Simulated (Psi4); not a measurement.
**SiNH4O (SMILES [O]N[SiH3]) at U-wB97M-V/def2-SVPD**

Aim: the vertical ionisation energy of SiNH4O at U-wB97M-V/def2-SVPD, from 2 runs. 

The calculation is run with Psi4 1.11.

2 further runs of the same task are left out: 2 set aside as unsound or not needed.

### Step 1. Starting point

SiNH4O: 7 atoms, total charge 0, spin state doublet. As SMILES, `[O]N[SiH3]`. The coordinates come from a GFN2-xTB relaxation.

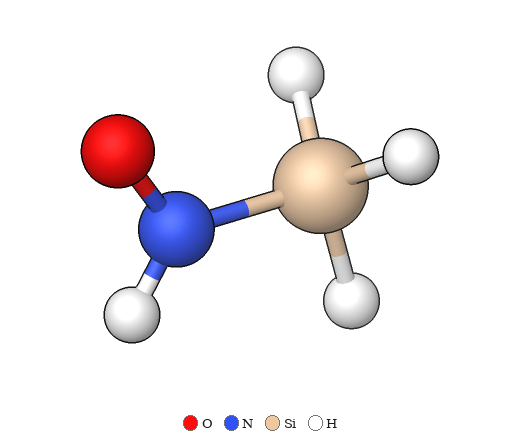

The structure, seen from a chosen angle (oxygen red, nitrogen blue, silicon light orange, hydrogen white).

### Step 2. A single-point energy at U-wB97M-V/def2-SVPD

h4nosi.inp

```
memory 1600 MB

molecule geom {
  0 2
  O     -0.319550    -1.681360     0.963970
  N     -0.466220    -0.878510    -0.025620
  Si     0.335030     0.684380    -0.030540
  H     -1.070320    -1.232130    -0.770820
  H     -0.101510     1.229980    -1.314450
  H     -0.150000     1.433580     1.125080
  H      1.772560     0.444060     0.052370
  symmetry c1
}

set basis def2-SVPD
set reference uks
set puream true
set e_convergence 1e-09
set d_convergence 1e-08
set scf_type pk
set dft_radial_points 99
set dft_spherical_points 590
set maxiter 200

e_tot, wfn = energy("wb97m-v", return_wfn=True)
```

Started as:

```sh
$ psi4 -i h4nosi.inp -o h4nosi.out -n 1
```

h4nosi.out:

```text
[...]
  Running in c1 symmetry.
[...]
  Nuclear repulsion =  108.348355561687896
[...]
  Multiplicity = 2
[...]
  Nalpha       = 17
  Nbeta        = 16
[...]
    Number of basis functions: 99
[...]
   @UKS iter   1:  -421.45074962687062   -4.99240e-01   4.21801e-03 ADIIS/DIIS
[...]
   @UKS iter  13:  -421.54249489125078   -5.74119e-12   3.84530e-09 DIIS
[...]
   @S^2 Observed:                7.537644624E-01
[...]
    Orbital Energies [Eh]
    ---------------------
    Alpha Occupied:
       1A    -66.432961     2A    -19.376031     3A    -14.600947
       4A     -5.477456     5A     -3.796696     6A     -3.794484
       7A     -3.794005     8A     -1.220985     9A     -0.886270
      10A     -0.704955    11A     -0.614273    12A     -0.570393
      13A     -0.557241    14A     -0.470021    15A     -0.463783
      16A     -0.383939    17A     -0.329035
    Alpha Virtual:
      18A      0.049510    19A      0.058688    20A      0.098335
      21A      0.104715    22A      0.109625    23A      0.133242
      24A      0.158664    25A      0.163822    26A      0.177561
[...]
  @UKS Final Energy:  -421.54249489125078
   => Energetics <=
    Nuclear Repulsion Energy =            108.3483555616878959
    One-Electron Energy =                -795.9164181434385910
    Two-Electron Energy =                 293.8629790385242586
    DFT Exchange-Correlation Energy =     -27.9724875460110844
    Empirical Dispersion Energy =           0.0000000000000000
    VV10 Nonlocal Energy =                  0.1350761979868182
    Total Energy =                       -421.5424948912507830
[...]
 Multipole Moments:
 ------------------------------------------------------------------------------------
     Multipole            Electronic (a.u.)      Nuclear  (a.u.)        Total (a.u.)
 ------------------------------------------------------------------------------------
 L = 1.  Multiply by 2.5417464519 to convert [e a0] to [Debye]
 Dipole X            :         -0.6205740            0.5399628           -0.0806112
 Dipole Y            :         -2.0924768            2.8726710            0.7801942
 Dipole Z            :          0.8030648           -1.6558487           -0.8527839
 Magnitude           :                                                    1.1586378
[...]
```

It took 2 min on 1 thread of Intel Xeon Platinum 8488C (Sapphire Rapids), shared host; peak memory 0.89 GiB.

### Step 3. The singlet cation, same level

h4nosi.xyz

```xyz
7
H4NOSi
O     -0.319550    -1.681360     0.963970
N     -0.466220    -0.878510    -0.025620
Si     0.335030     0.684380    -0.030540
H     -1.070320    -1.232130    -0.770820
H     -0.101510     1.229980    -1.314450
H     -0.150000     1.433580     1.125080
H      1.772560     0.444060     0.052370
```

run_ase.py

```python
import numpy as np
from ase.calculators.psi4 import Psi4
from ase.io import read

a = read('h4nosi.xyz')
calc = Psi4(atoms=a, method='wb97m-v', basis='def2-SVPD', memory='1600MB', num_threads=1, charge=1, multiplicity=1, label='h4nosi', reference='rks')
calc.psi4.set_options({'puream': True, 'e_convergence': 1e-09, 'd_convergence': 1e-08, 'scf_type': 'pk', 'dft_radial_points': 99, 'dft_spherical_points': 590})
a.calc = calc

print(f'energy: {a.get_potential_energy():.6f} eV')
```

Started as:

```sh
$ python run_ase.py
```

h4nosi.dat:

```text
[...]
  Running in c1 symmetry.
[...]
  Nuclear repulsion =  108.348355561687896
[...]
  Multiplicity = 1
[...]
  Nalpha       = 16
  Nbeta        = 16
[...]
    Number of basis functions: 99
[...]
   @RKS iter   1:  -421.14753140787298   -1.96022e-01   3.22657e-03 ADIIS/DIIS
[...]
   @RKS iter  11:  -421.20397599969584   -1.93268e-11   8.13330e-09 DIIS
[...]
    Orbital Energies [Eh]
    ---------------------
    Doubly Occupied:
       1A    -66.654378     2A    -19.744939     3A    -14.967802
       4A     -5.701875     5A     -4.023056     6A     -4.017314
       7A     -4.017224     8A     -1.551721     9A     -1.195671
      10A     -0.994967    11A     -0.917444    12A     -0.854197
      13A     -0.812143    14A     -0.699741    15A     -0.673420
      16A     -0.671825
[...]
  @RKS Final Energy:  -421.20397599969584
   => Energetics <=
    Nuclear Repulsion Energy =            108.3483555616878959
    One-Electron Energy =                -786.7524710111516697
    Two-Electron Energy =                 284.8365427965118784
    DFT Exchange-Correlation Energy =     -27.7686919218217589
    Empirical Dispersion Energy =           0.0000000000000000
    VV10 Nonlocal Energy =                  0.1322885750778341
    Total Energy =                       -421.2039759996958423
[...]
 Multipole Moments:
 ------------------------------------------------------------------------------------
     Multipole            Electronic (a.u.)      Nuclear  (a.u.)        Total (a.u.)
 ------------------------------------------------------------------------------------
 L = 1.  Multiply by 2.5417464519 to convert [e a0] to [Debye]
 Dipole X            :         -0.9045990            0.5399628           -0.3646361
 Dipole Y            :         -2.7365312            2.8726710            0.1361398
 Dipole Z            :          0.8894184           -1.6558487           -0.7664303
 Magnitude           :                                                    0.8595981
[...]
```

The script printed:

```text
energy: -11461.543986 eV
```

Wall time 85 s (1 thread of Intel Xeon Platinum 8488C (Sapphire Rapids), shared host); peak memory 0.89 GiB.

### Step 4. Summary of results

Level: U-wB97M-V/def2-SVPD.

| quantity | value |
| --- | --- |
| doublet SiNH4O: total energy | -421.54249 Eh |
| doublet SiNH4O: dipole moment | 2.94 D |
| doublet SiNH4O: HOMO energy (highest over α and β) | -8.95 eV |
| doublet SiNH4O: LUMO energy (lowest over α and β) | 0.08 eV |
| doublet SiNH4O: ⟨S²⟩ | 0.754 |
| singlet cation: total energy | -421.20398 Eh |
| singlet cation: HOMO energy | -18.28 eV |
| singlet cation: LUMO energy | -9.45 eV |
| singlet cation: HOMO–LUMO gap | 8.83 eV |
| vertical ionisation energy (to the singlet cation) | 9.212 eV |

**Reading.** Removing an electron at fixed nuclei costs 9.21 eV (212 kcal/mol). Only the singlet of the ionised species was computed; a triplet could lie lower.
